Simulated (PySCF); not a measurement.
# CH$_{5}$O$_{2}$SSi$_{2}$: EPR calculation

System: CH$_{5}$O$_{2}$SSi$_{2}$, multiplicity 2, SMILES O=C(O)[SiH]S[SiH3].
Method: UKS B3LYP, pcH-1 on C H O S Si, non-relativistic, mean-field spin-orbit, GIAO (PySCF 2.14.0).

It belongs to a series of runs on one base structure; here: H removed from Si.

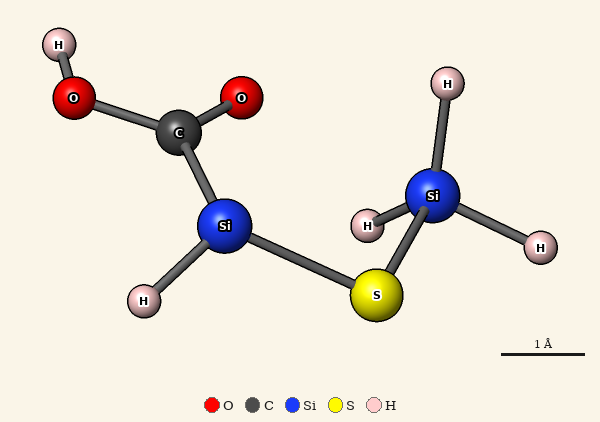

Figure 1. The structure (ball-and-stick view, seen at a tilt).

The input:
```
{"job": {"kind": "epr", "basis": "pcH-1"}, "charge": 0, "multiplicity": 2}
O     -1.199506     0.452190     0.243668
C     -1.094601    -0.680601    -0.215832
O     -2.135415    -1.309379    -0.783097
Si     0.453779    -1.696040    -0.031464
S      2.035667    -0.404104     0.483170
Si     1.053992     1.492139     1.054201
H     -2.921011    -0.737438    -0.767365
H      0.735431    -2.663877    -1.067103
H      2.273048     2.170975     1.500200
H      0.214595     1.235311     2.206825
H      0.589446     2.143494    -0.154654
```

The first line tells a small driver script what to run in PySCF; the rest is the geometry in Å.

Hardware: 1 CPU thread, shared host.

Launched with:
```bash
OMP_NUM_THREADS=1 python <driver script> task.json out
```

The program's output:
```
UKS, coarse grid
  cycle   1  E = -1168.60564119  |g| = 7.08e-01
  cycle   2  E = -1167.73640131  |g| = 1.57e+00
  cycle   3  E = -1168.73923892  |g| = 3.46e-01
  cycle   4  E = -1168.78319135  |g| = 1.24e-01
  cycle   5  E = -1168.78832320  |g| = 2.56e-02
  cycle   6  E = -1168.78866509  |g| = 1.08e-02
  cycle   7  E = -1168.78873018  |g| = 3.44e-03
  cycle   8  E = -1168.78873914  |g| = 1.80e-03
  cycle   9  E = -1168.78874133  |g| = 5.04e-04
UKS, final grid
  cycle   1  E = -1168.78878252  |g| = 6.45e-04
  cycle   2  E = -1168.78878209  |g| = 1.23e-03
  cycle   3  E = -1168.78878277  |g| = 2.29e-04
  cycle   4  E = -1168.78878279  |g| = 5.43e-05
  cycle   5  E = -1168.78878280  |g| = 4.32e-05
  cycle   6  E = -1168.78878280  |g| = 1.08e-05
E = -1168.78878280 Eh   <S^2> = 0.7532 (exact 0.7500)
g shifts (ppm)      1          2          3
  rmc          -173       -173       -173
  gc             10         59         54
  oz_so         -68       2731       9624
  total        -231       2617       9505
hyperfine (MHz)  atom isotope    a_iso     a_fc   dipolar eigenvalues
    0   17O      -5.67      -5.66    -25.13     11.19     13.94
    1   13C      23.63      23.69     -7.78     -2.78     10.56
    2   17O      -2.87      -2.90     -6.94      2.90      4.05
    3  29Si    -409.09    -409.70   -147.20     73.17     74.03
    4   33S      14.58      14.57    -18.03    -16.29     34.32
    5  29Si       3.53       3.54     -0.42     -0.04      0.46
    6    1H      -0.71      -0.71     -2.24     -1.47      3.71
    7    1H      44.95      44.91     -8.71      1.32      7.39
    8    1H      -1.06      -1.06     -1.05     -0.94      1.99
    9    1H       5.73       5.73     -1.28     -1.01      2.30
   10    1H       9.58       9.57     -1.10     -0.70      1.80
```

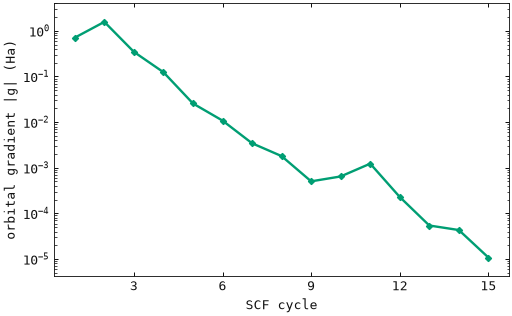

Figure 2. Convergence of the self-consistent field: orbital gradient |g| against the SCF cycle. All cycles printed in the log are drawn one after another.

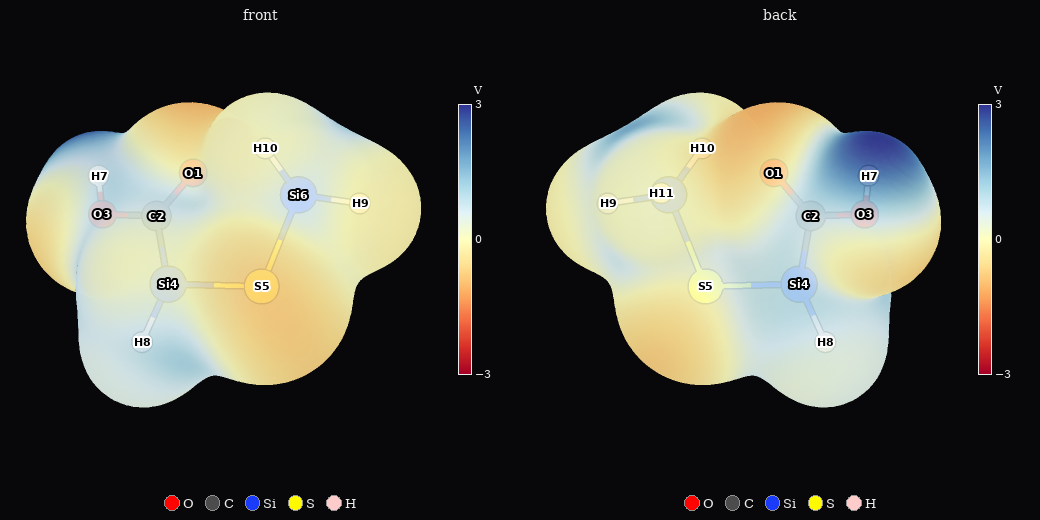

Figure 3. The molecular electrostatic potential painted on the density surface at 0.002 e/bohr³, seen at a tilt and from behind; the colour scale runs from red (negative) to blue (positive).

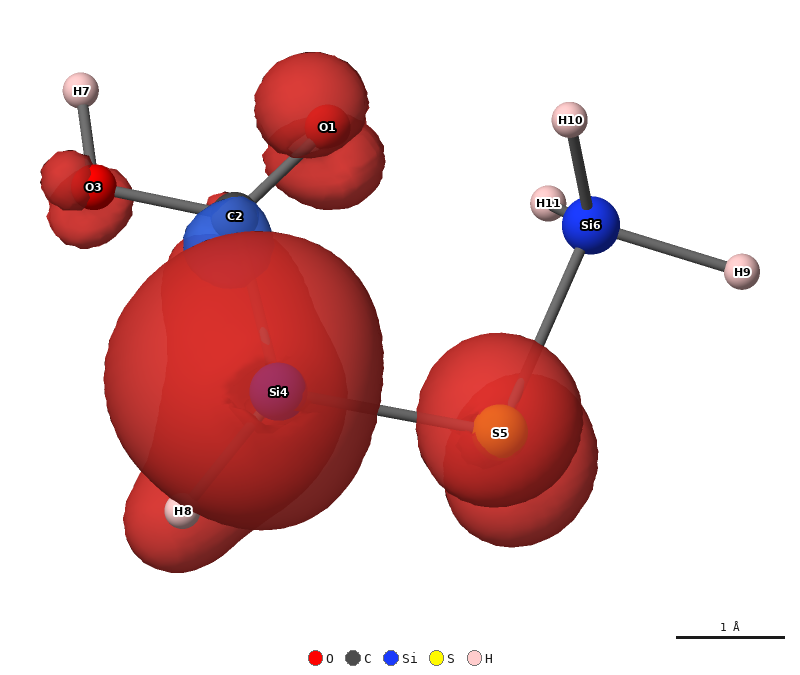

Figure 4. Isosurfaces of the spin density at +0.015 (red) and −0.015 e/Å³ (blue), seen at a tilt. The unpaired spin (1 electron) lies mostly on Si4 (about 0.6) and S5 (about 0.2), in electrons by Hirshfeld's partition.

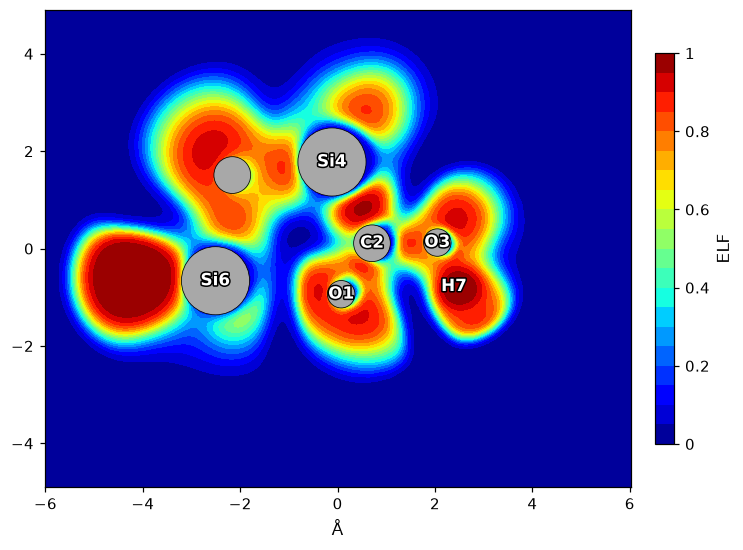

Figure 5. Electron localisation function on the plane of atoms O3, C2 and Si4. Grey discs, where drawn, cover atomic cores. C–O (1.23 Å): the ELF peaks at about 0.85 between the atoms (a multiple bond by its length, whose ELF region spreads away from the axis). C–Si (1.86 Å): the ELF peaks at about 0.95 between the atoms, which marks a covalent bond.

Results in brief:

```csv
quantity,value
outcome,converged
total energy,−1168.788783 hartree
⟨S²⟩,0.753
isotropic g,2.0063
wall time,59 s
peak memory,0.77 GiB
```
